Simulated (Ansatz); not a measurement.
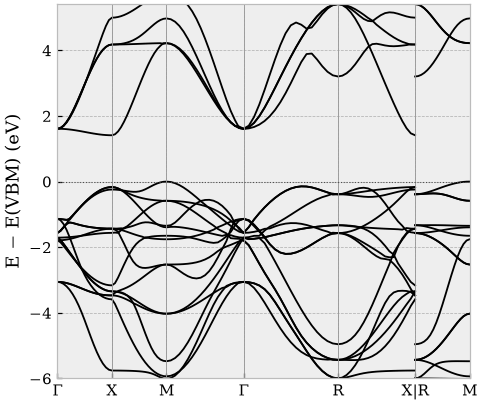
Figure: Band structure from LDA (plane waves, PAW; program Ansatz)

**Question.** Read off the gap and where the band edges lie.

**Answer.** About 1.4 eV (1.41 eV by a search for the band edges); maximum at M, minimum at X.

The material is NbAgO3 (cubic perovskite, Pm-3m).

The first step of the workflow began from a Materials Project structure, measured or hypothetical; the Crystallography Open Database copy checked does not list it. COD files the formula under space group No. 57, so this cell is another polymorph or a model. Its standing as an ambient phase is unchecked. Symmetry was held in the LDA relaxation. At this level the phase is dynamically unstable (imaginary phonons). The run is not spin-polarised. Scalar-relativistic: spin–orbit coupling is off unless named, which matters more the heavier the elements.

Potentials: the later of the program's two PAW sets.
